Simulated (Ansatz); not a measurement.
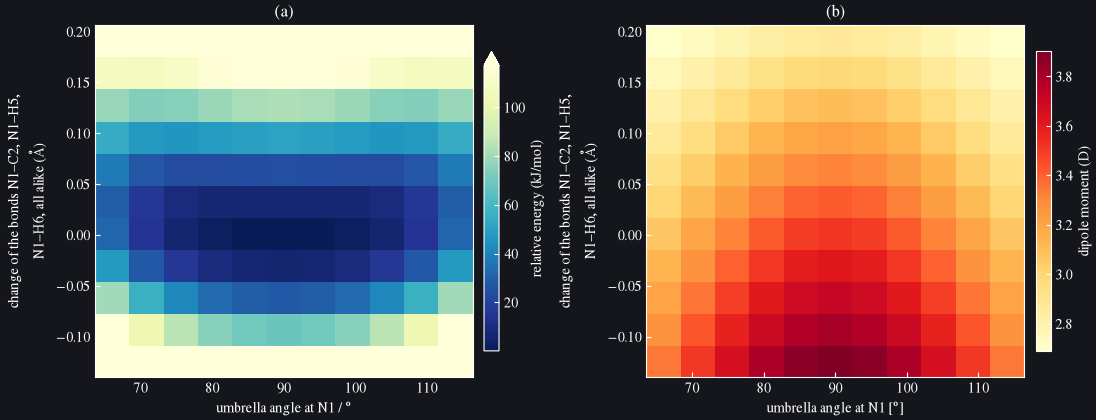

CH5NOSi, SMILES NC(=O)[SiH3]. 
- Coordinates scanned: (1) umbrella angle at N1 (between each of its bonds and their common axis; 90 is planar); (2) change of the bonds N1–C2, N1–H5, N1–H6, all alike.
- Nothing is relaxed (all other coordinates rigid).
- Grid: 11 × 11 points.
- Points are written as (first, second).
- Energies: kJ/mol, counted from the relaxed molecule at the same level.
- All numbers below come from Ansatz, RHF-MP2, frozen core/def2-TZVP.

Panel (a) is the energy and panel (b) the computed dipole moment on the same grid.

Drawn: one coloured cell a grid point, one colour for all values above the top of the scale.

### How does the dipole moment vary over the map, and what is it at the lowest grid point?

Leaving out the highest fifth of the energies, it runs from 2.75 D at (66.0°, 0.160 Å) to 3.81 D at (90.0°, −0.092 Å). At the lowest grid point, (90.0°, 0.002 Å), it is 3.52 D.

```csv
"second ↓, first →",66.0,70.8,75.6,80.4,85.2,90.0,94.8,99.6,104.4,109.2,114.0
0.191,2.69,2.73,2.78,2.82,2.86,2.87,2.86,2.82,2.78,2.73,2.69
0.160,2.75,2.81,2.87,2.93,2.97,2.99,2.97,2.93,2.87,2.81,2.75
0.128,2.81,2.88,2.96,3.03,3.08,3.10,3.08,3.03,2.96,2.88,2.81
0.097,2.87,2.96,3.05,3.13,3.19,3.21,3.19,3.13,3.05,2.96,2.87
0.065,2.93,3.04,3.14,3.23,3.30,3.32,3.30,3.23,3.14,3.04,2.93
0.034,3.00,3.11,3.23,3.33,3.40,3.42,3.40,3.33,3.23,3.11,3.00
0.002,3.07,3.19,3.32,3.42,3.50,3.52,3.50,3.42,3.32,3.19,3.07
−0.029,3.13,3.27,3.40,3.51,3.59,3.62,3.59,3.51,3.40,3.27,3.13
−0.061,3.20,3.35,3.49,3.61,3.69,3.71,3.69,3.61,3.49,3.35,3.20
−0.092,3.27,3.43,3.58,3.70,3.78,3.81,3.78,3.70,3.58,3.43,3.27
−0.124,3.35,3.51,3.66,3.79,3.87,3.90,3.87,3.79,3.66,3.51,3.35
```
